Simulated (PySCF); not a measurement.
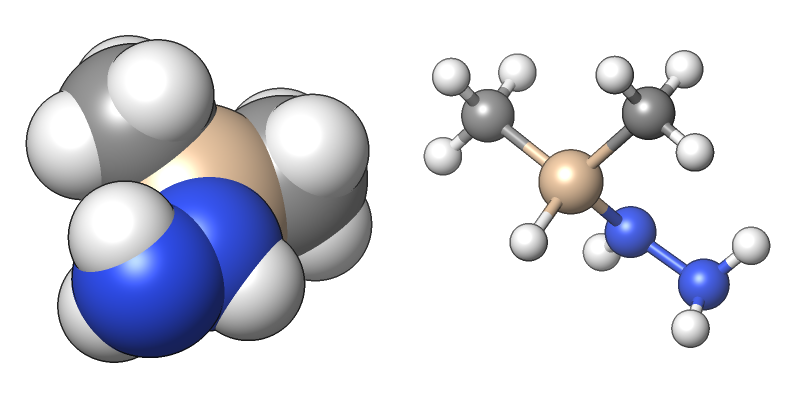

Both panels show the same species. Colours: carbon grey, silicon light orange, nitrogen blue, hydrogen white.

Computed geometry: GFN2-xTB optimisation. No frequency run is at hand to confirm it as a minimum.

**Give the formula.**

C₂H₁₀N₂Si, 15 atoms: 2 carbon, 10 hydrogen, 2 nitrogen and 1 silicon.

**Count the bonded pairs by element.**

6 C–H, 3 N–H, 2 C–Si, 1 N–Si, 1 N–N, 1 Si–H.

**Write the SMILES.**

C[SiH](C)NN

**Describe its rings.**

It has no ring.

The parts below concern this one geometry. Atoms keep their numbers from picture to picture.

**Symmetry**

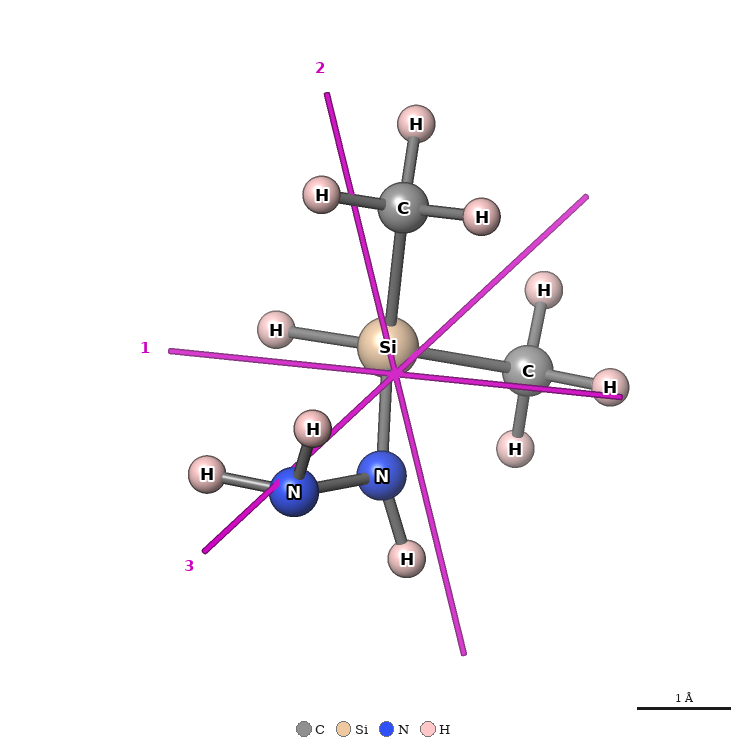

The three principal axes of inertia are drawn and numbered. Atoms fade into the background with distance from the viewer. No frequency run is at hand to confirm it as a minimum. Masses are those of the most abundant isotopes; constants are for the rigid equilibrium geometry.

**Which line is the a axis (least moment of inertia), which b and which c?**

a is line 3, b is line 2, c is line 1; the moments are 98.5, 184, 252 u Å².

**What kind of rotor is it, and what are its rotational constants in cm⁻¹?**

An asymmetric top (C1): A = 0.171, B = 0.0916, C = 0.0669 cm⁻¹. Ray's parameter κ is −0.53, nearer the prolate limit.

**Dipole moment**

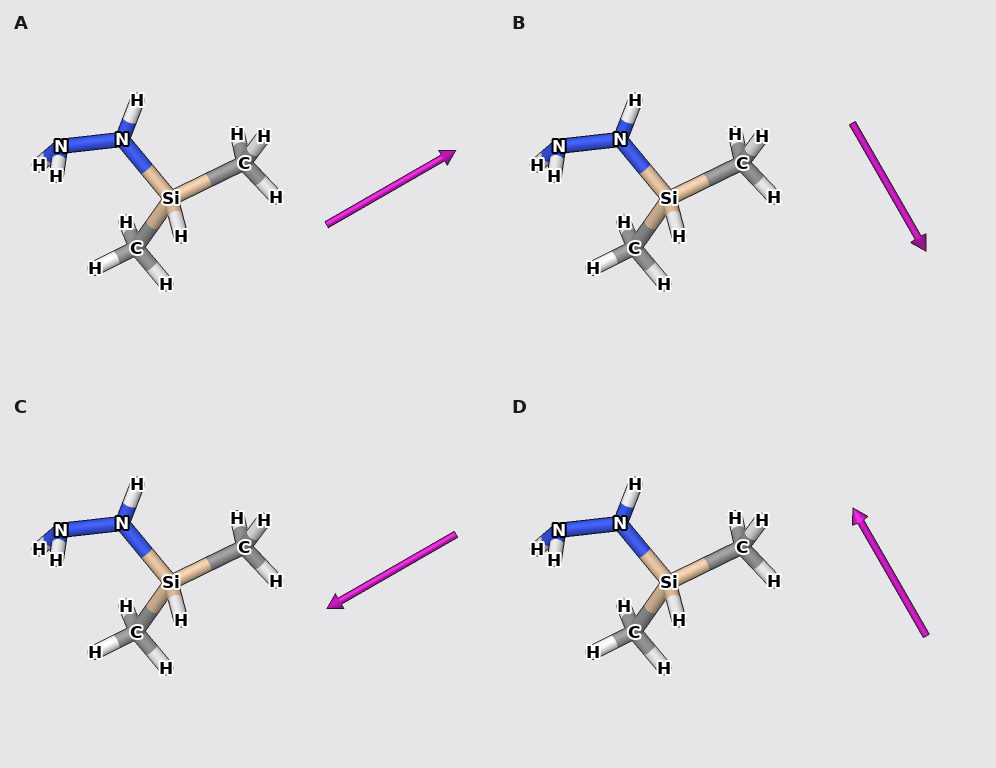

The same molecule four times, each with an arrow. No frequency run is at hand to confirm it as a minimum. Method: CAM-B3LYP/def2-SVPD, gas phase (PySCF 2.14.0).

**Which arrow points along the dipole moment, from the negative to the positive end?**

B. The dipole moment is 0.99 D.

**Polarisability**

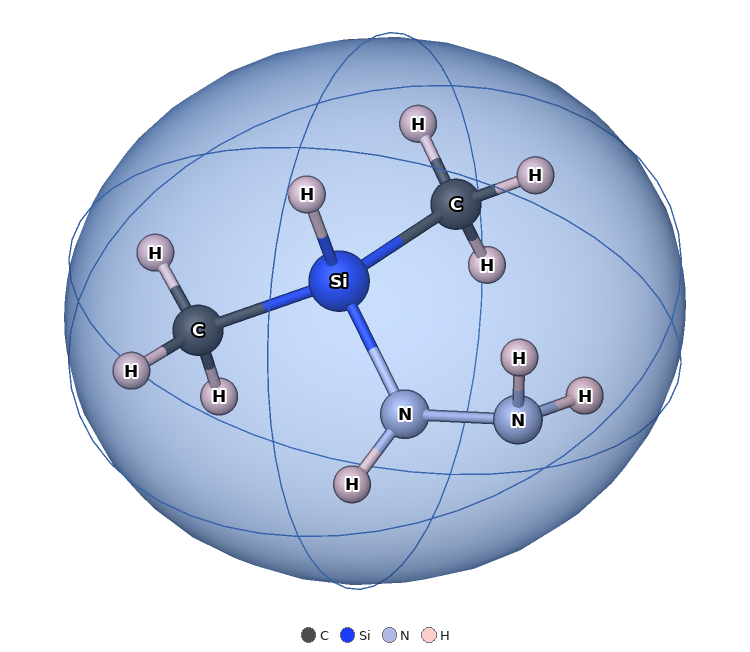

The ellipsoid shows the static dipole polarisability: its half-axes are proportional to the principal values. No frequency run is at hand to confirm it as a minimum. Level of theory: CAM-B3LYP/def2-SVPD (PySCF 2.14.0).

**How large and how anisotropic is the polarisability?**

Principal values 62.0, 68.6, 76.5 bohr³; mean 69.0 bohr³ (10.23 Å³); anisotropy 12.6 bohr³, so the longest axis is 1.23 times the shortest.

**Excitation**

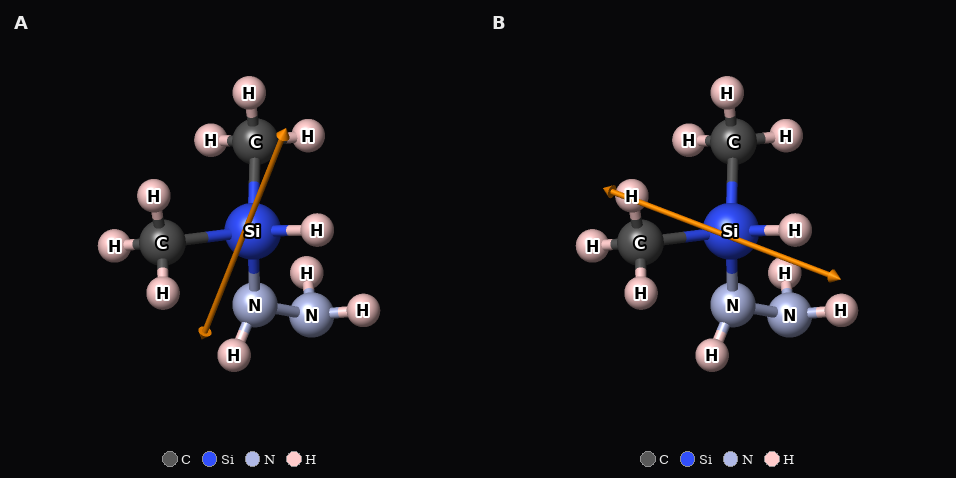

The double arrows show the directions of two transition dipoles from the ground state (lengths mean nothing). No frequency run is at hand to confirm it as a minimum. Method: TDDFT CAM-B3LYP/def2-SVPD, vertical, gas phase, core orbitals frozen in the response (PySCF 2.14.0).

**One belongs to singlet state 2 and one to singlet state 6. Which is which?**

A: state 2, 6.68 eV (186 nm), oscillator strength 0.018, of mixed character, with the largest part HOMO−1 → LUMO (weight 0.40).
B: state 6, 7.69 eV (161 nm), oscillator strength 0.054, of mixed character, with the largest part HOMO → LUMO+3 (weight 0.46).

The geometry is semi-empirical. Around Si such bond lengths and angles can be off by a tenth of an ångström or more and by several degrees, and values that hang on the shape move with them.
